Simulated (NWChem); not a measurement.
# One shape, several levels: N2H (dinitrogen monohydride)

Wanted: a comparison of 6 runs (UHF/STO-3G, UHF/3-21G, UB3LYP/6-31G*, UB3LYP/def2-TZVPPD, UM06-2X/def2-TZVPPD, UPBE0/def2-TZVPPD) of N2H (dinitrogen monohydride). 

The calculation is run with NWChem 7.3.0.

4 further runs of the same task are left out: 4 set aside as unsound or not needed. Runs told in other sessions of the task aren't counted.

## Step 1: The structure to begin with

N2H has 3 atoms, charge 0, and is taken as a doublet. SMILES: `[N]=N`. The coordinates come from a PBE0-D4/def2-TZVP relaxation.

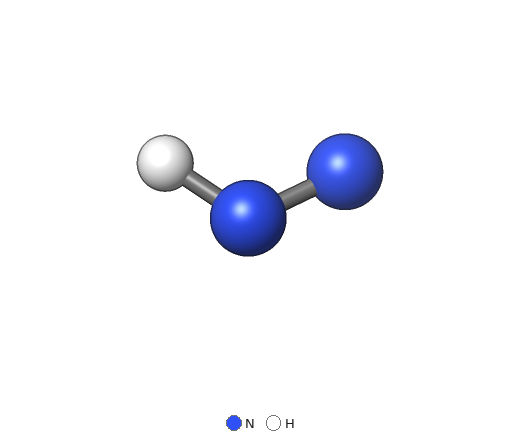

Viewed from a chosen angle; nitrogen blue, hydrogen white.

## Step 2: Energy and forces at UHF/STO-3G (run 1)

The input, job.nw:

```
echo
start job
title "HN2"
memory total 2200 mb
geometry units angstrom noautosym nocenter noautoz
N      0.710530    -0.606720     0.326180
N     -0.268660    -0.217710    -0.170100
H     -0.441870     0.824430    -0.156080
end
basis spherical bse
* library STO-3G
end
scf
nopen 1
uhf
thresh 1e-08
maxiter 80
end
task scf gradient
```

Run with:

```
$ nwchem job.nw > job.out
```

Log:

```text
[...]
  functions       =    11
[...]
  wavefunction    = UHF
[...]
         Total SCF energy =   -107.986588390897
      One electron energy =   -201.762567680385
      Two electron energy =     66.056290271643
 Nuclear repulsion energy =     27.719689017845
                       Sz =      0.5000
                 Sz(Sz+1) =      0.7500
                      S^2 =      0.9220
[...]
                         UHF ENERGY GRADIENTS
    atom               coordinates                        gradient
                 x          y          z           x          y          z
   1 N       1.342707  -1.146535   0.616391   -0.168017   0.060290  -0.085831
   2 N      -0.507694  -0.411412  -0.321442    0.171961  -0.047500   0.089332
   3 H      -0.835013   1.557947  -0.294948   -0.003944  -0.012790  -0.003500
[...]
```

Run time: 1.4 s. Hardware: 1 thread of Intel Xeon Platinum 8259CL at 2.50GHz (Skylake/Cascade Lake), shared host; peak memory 0.098 GiB.

## Step 3: Energy and gradient at UHF/3-21G (run 2)

The input, work.nw:

```
start work
memory total 2200 mb
charge 0

geometry noautosym nocenter noautoz
N        0.710530      -0.606720       0.326180
N       -0.268660      -0.217710      -0.170100
H       -0.441870       0.824430      -0.156080
end

basis "ao basis" spherical bse
N library 3-21G
H library 3-21G
end

scf
doublet
uhf
thresh 1e-08
maxiter 80
end

task scf gradient
```

Run with:

```
$ nwchem work.nw > work.out
```

Log:

```text
[...]
  functions       =    20
[...]
  wavefunction    = UHF
[...]
         Total SCF energy =   -108.787621684186
      One electron energy =   -202.197138248257
      Two electron energy =     65.689827546226
 Nuclear repulsion energy =     27.719689017845
                       Sz =      0.5000
                 Sz(Sz+1) =      0.7500
                      S^2 =      0.8653
[...]
                         UHF ENERGY GRADIENTS
    atom               coordinates                        gradient
                 x          y          z           x          y          z
   1 N       1.342707  -1.146535   0.616391   -0.041499   0.016778  -0.021002
   2 N      -0.507694  -0.411412  -0.321442    0.043292  -0.029213   0.020685
   3 H      -0.835013   1.557947  -0.294948   -0.001793   0.012435   0.000317
[...]
```

Wall time 1.6 s (1 thread of Intel Xeon Platinum 8259CL at 2.50GHz (Skylake/Cascade Lake), shared host); peak memory 0.099 GiB.

Runs 3 to 5 aren't shown in full; the table further down has their settings and results.

## Step 4: Energy and gradient at UPBE0/def2-TZVPPD (run 6)

The input, hn2.nw:

```
start hn2
memory stack 880 mb heap 220 mb global 1100 mb
charge 0
geometry noautosym nocenter noautoz
  N      0.710530    -0.606720     0.326180
  N     -0.268660    -0.217710    -0.170100
  H     -0.441870     0.824430    -0.156080
end
basis "ao basis" spherical bse
  * library def2-TZVPPD
end
dft
  xc pbe0
  mult 2
  grid fine
  convergence energy 1e-08
  iterations 100
  mulliken
end
task dft gradient
```

Run with:

```
$ nwchem hn2.nw > hn2.out
```

Log:

```text
[...]
          Wavefunction type:  spin polarized.
          No. of atoms     :     3
          No. of electrons :    15
[...]
          Charge           :     0
          Spin multiplicity:     2
[...]
          AO basis - number of functions:    91
[...]
              XC Information
              --------------
                         PBE0 Method XC Functional
                     Hartree-Fock (Exact) Exchange  0.250
          PerdewBurkeErnzerhof Exchange Functional  0.750
            Perdew 1991 LDA Correlation Functional  1.000 local
           PerdewBurkeErnz. Correlation Functional  1.000 non-local
[...]
 d= 0,ls=0.0,diis     1   -109.9253772322 -1.38D+02  2.86D-03  8.12D-02     2.2
[...]
 d= 0,ls=0.0,diis    12   -109.9526914974 -7.83D-09  4.16D-07  8.25D-10    20.3
[...]
         Total DFT energy =     -109.952691497354
      One electron energy =     -203.393864851553
           Coulomb energy =       79.680711516423
    Exchange-Corr. energy =      -13.959227180069
 Nuclear repulsion energy =       27.719689017845
[...]
      <S2> =      0.7561 (Exact =     0.7500)
[...]
  wavefunction    = open shell
                         DFT ENERGY GRADIENTS
    atom               coordinates                        gradient
                 x          y          z           x          y          z
   1 N       1.342707  -1.146535   0.616391    0.000211  -0.000147   0.000100
   2 N      -0.507694  -0.411412  -0.321442    0.000043  -0.001026  -0.000084
   3 H      -0.835013   1.557947  -0.294948   -0.000254   0.001173  -0.000017
[...]
```

Wall time 27 s (1 thread of Intel Xeon Platinum 8259CL at 2.50GHz (Skylake/Cascade Lake), shared host); peak memory 0.12 GiB.

## Step 5: Overview of the runs

```
run                                level  iteration cap  module  energy (Eh)  dipole moment (D)  HOMO energy (eV)  LUMO energy (eV)  wall time
  1                           UHF/STO-3G             80     scf  -107.986588               1.81             -8.49              7.65      1.4 s
  2                            UHF/3-21G             80     scf  -108.787622               2.13            -10.21              4.30      1.6 s
  3  UB3LYP/6-31G* (spherical functions)            100     dft  -110.025922               1.90             -5.71             -1.64      9.9 s
  4                   UB3LYP/def2-TZVPPD            100     dft  -110.081183               1.87             -6.07             -2.08       29 s
  5                  UM06-2X/def2-TZVPPD            100     dft  -110.030132               1.93             -7.59             -0.75       37 s
  6                    UPBE0/def2-TZVPPD            100     dft  -109.952691               1.88             -6.31             -1.61       27 s
```

## Step 6: Summary of results

| quantity | value |
| --- | --- |
| run 6: total energy | -109.95269 Eh |
| run 6: dipole moment | 1.88 D |
| run 6: HOMO energy (highest over α and β) | -6.31 eV |
| run 6: LUMO energy (lowest over α and β) | -1.61 eV |
| run 6: ⟨S²⟩ | 0.756 |
| run 6: largest force on an atom | 0.062 eV/Å |

**Reading.** The dipole moment (its size) runs from 1.81 D (UHF/STO-3G) to 2.13 D (UHF/3-21G). Totals of different functionals can't be ranked against each other. In run 1 the basis is minimal, so the values are rough. Spin contamination of the reference: run 1 ⟨S²⟩ = 0.92, run 2 ⟨S²⟩ = 0.87. All runs together took 1.8 min, the longest 37 s.
